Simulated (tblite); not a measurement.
# Frequency calculation of C₆H₁₄BNOSi

- system: C₆H₁₄BNOSi, SMILES C=C(C)C1(NBO[SiH3])CC1
- method: GFN2-xTB harmonic vibrations, gas phase (tblite 0.8.0)

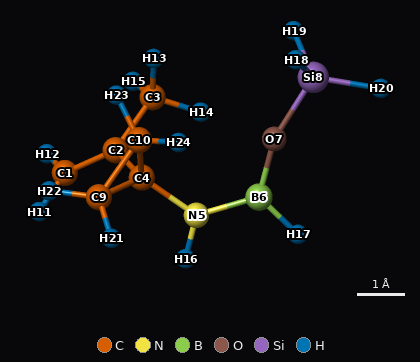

The input geometry (ball-and-stick view, seen at a tilt; atoms are numbered from 1 in the order of the input).

Input:
```
{"job": {"kind": "ir", "xc": "GFN2-xTB", "basis": "xTB"}, "charge": 0, "multiplicity": 1}
C     -2.915659     0.366868    -0.050379
C     -1.626883     0.327669     0.248724
C     -1.011479     1.153098     1.335741
C     -0.654458    -0.517317    -0.522036
N      0.154374     0.253612    -1.430855
B      1.432492     0.774506    -1.208104
O      2.065070     0.559799    -0.050197
Si     3.145270     0.598167     1.123177
C     -1.031892    -1.910629    -0.944469
C     -0.024846    -1.703569     0.148793
H     -3.336822    -0.223522    -0.846482
H     -3.603594     0.992135     0.494018
H     -0.555759     0.505034     2.083053
H     -0.221017     1.775523     0.919730
H     -1.752893     1.786422     1.815947
H     -0.327253     0.462120    -2.292514
H      1.938574     1.406257    -2.066940
H      3.480607    -0.800742     1.402262
H      2.483410     1.242768     2.260696
H      4.342406     1.351785     0.733786
H     -0.674693    -2.257848    -1.902619
H     -2.006285    -2.286464    -0.672795
H     -0.322045    -1.928034     1.161989
H      1.011640    -1.907874    -0.064456
```

The first line tells a small driver script what to run in tblite; the rest is the geometry in Å.

Hardware: 1 CPU thread, shared host.

Run as:
```bash
OMP_NUM_THREADS=1 python <driver script> task.json out
```

The program's output:
```
mode    cm-1     km/mol
  1      34.0      0.04
  2      40.9      0.07
  3      46.5      0.66
  4      57.7      0.07
  5      81.8      2.14
  6     128.8      0.80
  7     146.7      1.37
  8     173.5      1.26
  9     214.5      0.15
 10     247.6      1.02
 11     273.9      0.71
 12     338.3      2.28
 13     432.5      3.59
 14     465.8      2.37
 15     532.2      2.06
 16     564.7     37.86
 17     600.4     45.50
 18     607.3     27.57
 19     631.6    111.05
 20     671.4      0.31
 21     718.6      1.99
 22     762.3     32.43
 23     771.1    226.62
 24     783.2      9.33
 25     797.6    224.70
 26     802.2     52.58
 27     842.1    471.57
 28     881.7     44.24
 29     899.3     28.97
 30     924.9      7.13
 31     952.3      2.67
 32     982.2      1.83
 33    1013.1     18.28
 34    1035.8      2.54
 35    1043.6      2.54
 36    1066.5      1.42
 37    1069.9      9.77
 38    1092.8     11.25
 39    1149.4      0.10
 40    1170.1     12.08
 41    1217.2     31.98
 42    1283.3     12.55
 43    1353.7    332.87
 44    1362.7     54.06
 45    1395.2      3.19
 46    1407.4    681.47
 47    1418.4     68.22
 48    1423.2      3.00
 49    1468.7      5.03
 50    1475.4      8.37
 51    1480.7     27.87
 52    1721.6     20.68
 53    2205.8    424.46
 54    2222.3    405.56
 55    2248.3     89.48
 56    2526.4    250.48
 57    3010.2     20.02
 58    3027.3     18.55
 59    3041.4     34.51
 60    3085.2     14.27
 61    3088.9     22.30
 62    3098.9     16.02
 63    3099.9     26.98
 64    3120.0     49.63
 65    3123.4     36.47
 66    3444.6      4.37
```

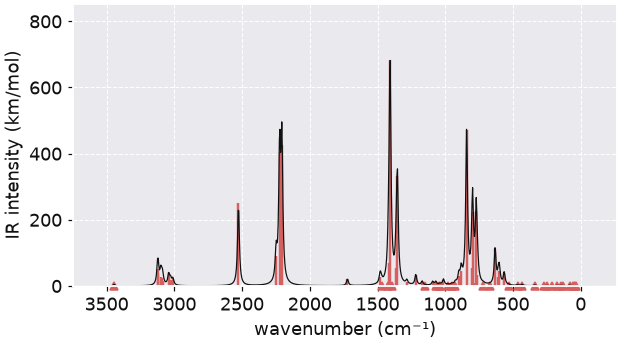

Harmonic infrared spectrum, unscaled: sticks (degenerate modes added up, dark ones marked on the axis) with a Lorentzian envelope of 16 cm⁻¹ full width, scaled to the tallest stick. 66 modes from 34 to 3445 cm⁻¹, none imaginary. The strongest line is at 1407 cm⁻¹ (681 km/mol).

Key numbers:

| quantity | value |
| --- | --- |
| outcome | converged |
| total energy | −817.2515 eV |
| zero-point energy | 117.7950 kcal/mol |
| peak memory | 0.18 GiB |
